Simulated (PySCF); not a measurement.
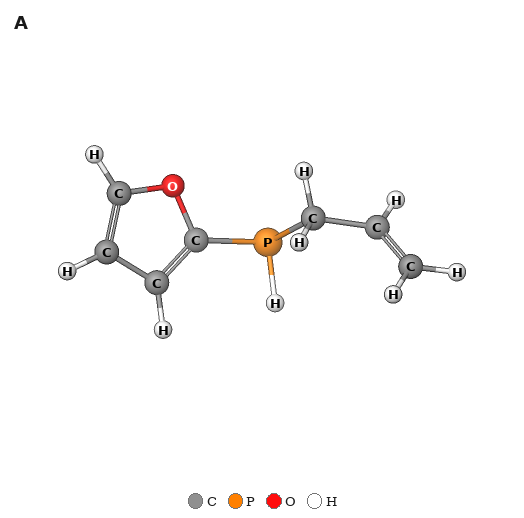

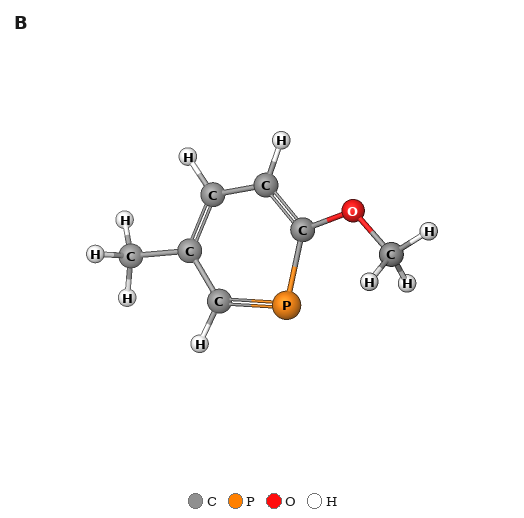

2 stationary structures of one formula. Geometries: GFN2-xTB. Electronic energies: PBE0/pcSseg-1 (PySCF 2.14.0), without zero-point energy. No frequency run is at hand to confirm each as a minimum. Each is one conformer, not always the lowest.

### How are they related?

They are constitutional isomers of C7H9OP: A `C=CCPc1ccco1`, B `COc1ccc(C)cp1`.

### Which structure is the most stable?

B is lowest; A lies 23.4 kcal/mol above it.

The geometry is semi-empirical. Around P such bond lengths and angles can be off by a tenth of an ångström or more and by several degrees, and values that hang on the shape move with them.
